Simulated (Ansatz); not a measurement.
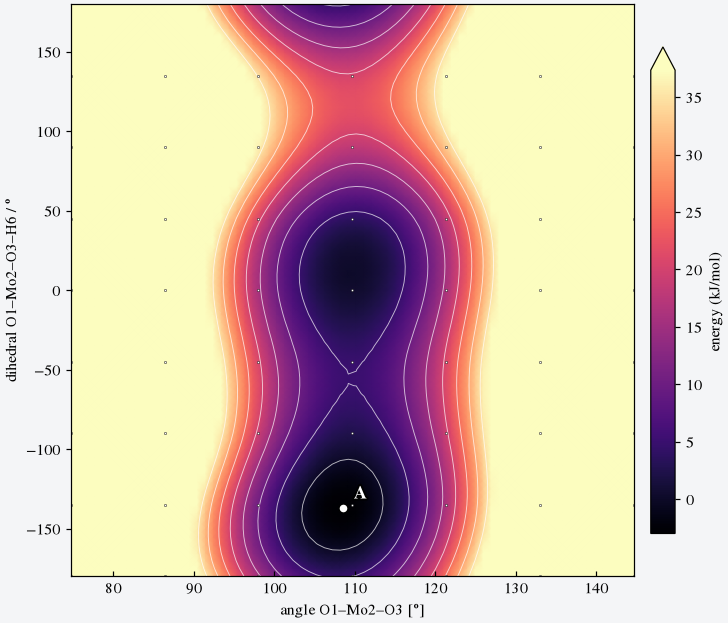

FHMoO₂S, SMILES [O]=[Mo]([OH])([F])=[S]. 
- The first coordinate is: angle O1–Mo2–O3; the second: dihedral O1–Mo2–O3–H6.
- Nothing is relaxed (all other coordinates rigid).
- The grid has 7 × 8 points.
- Energies: kJ/mol, counted from the relaxed molecule at the same level.
- These are results of Ansatz, RKS PBE0-D4/def2-TZVP, not measurements.

Drawn: a smooth colour map with a few white contour lines, dots at the grid points, one colour for all values above the top of the scale, the well A. Between grid points the surface is interpolated.

Where is the minimum, and how stiff is the well along each coordinate? Take the well at A.

Answer. The interpolated minimum is at angle O1–Mo2–O3 ≈ 108.6°, dihedral O1–Mo2–O3–H6 ≈ −137°. The curvatures there are about 8 eV/rad² and 0.28 eV/rad², with a cross term of about −0.2 eV/rad². Round the minimum the two coordinates are weakly coupled (coupling −0.13 in units of the two stiffnesses). (1 eV is 96.5 kJ/mol.)
